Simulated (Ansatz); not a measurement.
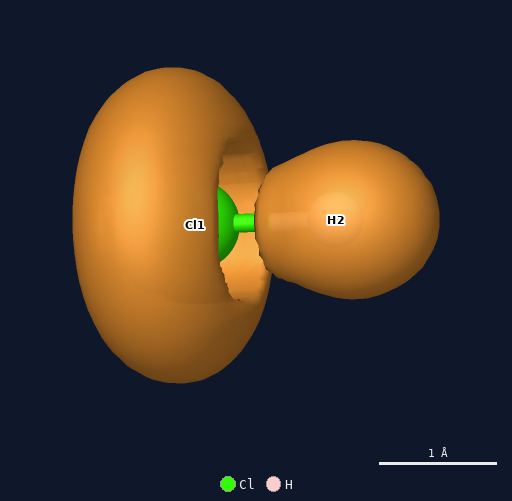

The picture shows: HCl. Isosurface of the ELF at 0.8 (orange), seen from one side. Only the valence region is drawn (cores and ρ < 0.01 e/Å³ removed).

Geometry: PBE0-D4/def2-TZVP.

These are results of RKS PBE0-D4/def2-TZVPPD (Ansatz), not measurements.

What do the ELF domains correspond to?

Answer. The ELF exceeds this value in one region around a hydrogen nucleus and one ring or bowl of non-bonding electrons around Cl. Profiles from the grid: Cl–H (1.28 Å): the ELF climbs to about 1 towards the hydrogen, as it does in any bond to H.
